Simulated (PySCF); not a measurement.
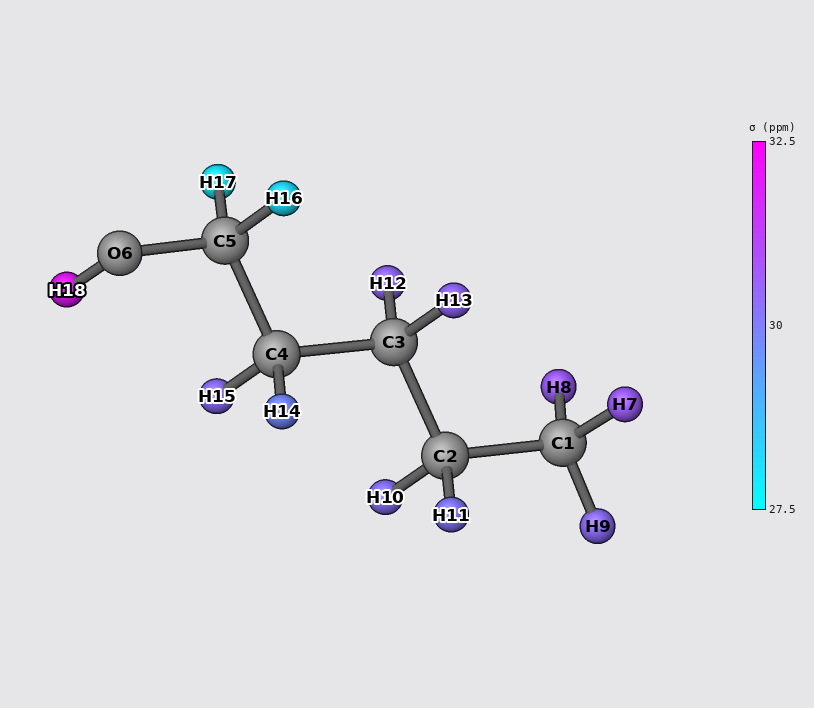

Atoms are coloured by their isotropic NMR shieldings (H only, the others grey). Computed geometry: PBE0-D3(BJ)/def2-SVP optimisation. No frequency run is at hand to confirm it as a minimum. Properties computed with GIAO PBE0/def2-TZVP NMR shielding, non-relativistic, gas phase (PySCF 2.14.0).

### Which H atom is the most shielded (lowest chemical shift)?

H18 (32.04 ppm).

### Which H atom is the least shielded (highest chemical shift)?

H17 (27.91 ppm).

### How wide is the range of H shifts?

4.13 ppm.

List the isotropic NMR shieldings of the H atoms.

```json
{"atom": "H7", "σ (ppm)": "30.64"}
{"atom": "H8", "σ (ppm)": "30.66"}
{"atom": "H9", "σ (ppm)": "30.32"}
{"atom": "H10", "σ (ppm)": "30.20"}
{"atom": "H11", "σ (ppm)": "30.13"}
{"atom": "H12", "σ (ppm)": "30.41"}
{"atom": "H13", "σ (ppm)": "30.42"}
{"atom": "H14", "σ (ppm)": "29.82"}
{"atom": "H15", "σ (ppm)": "30.30"}
{"atom": "H16", "σ (ppm)": "28.12"}
{"atom": "H17", "σ (ppm)": "27.91"}
{"atom": "H18", "σ (ppm)": "32.04"}
```
